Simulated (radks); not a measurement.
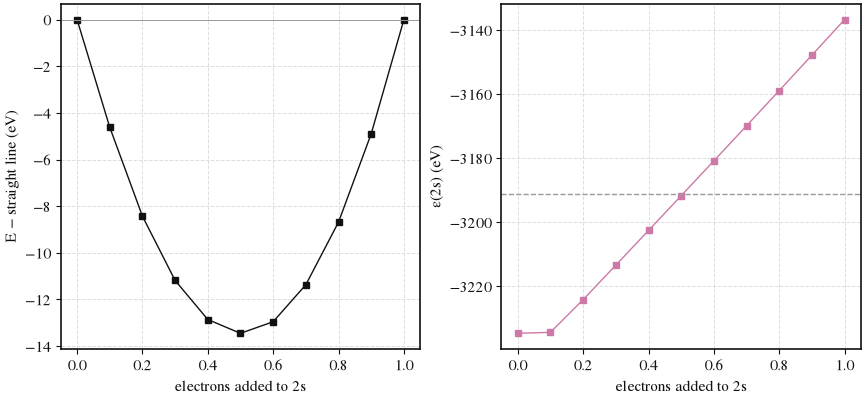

The occupation of the 2s shell is varied from Ge³⁰⁺ (1s2) to Ge²⁹⁺ ([He] 2s1), with spherical fractional occupations. The plot shows the total energy less the straight line between the end points, and the eigenvalue of 2s (the dashed line is minus the energy to take the whole electron out). The values are computed.

### Was this Hartree-Fock or a semilocal functional, and how does the plot tell?

It was a semilocal functional (LDA, GGA or meta-GGA): Dirac Kohn-Sham, PBE, spin-unpolarised, spherical densities, point nucleus, computed with the in-house radial solver radks. The curve is convex (below the straight line), with the largest deviation among the points computed, −13.45 eV, at 0.5. The end points differ by 3191 eV, the energy to take the electron out. The eigenvalue, which is the slope of the energy (Janak's theorem), moves from −3235 eV at 0 to −3137 eV at 1; for a straight line it would stay constant, and a parabola would sag by an eighth of this change, scaled to a whole electron, 12.25 eV. Convexity is the delocalisation error: fractional charges are too low in energy. For an s shell Hartree-Fock would as a rule bend the other way.
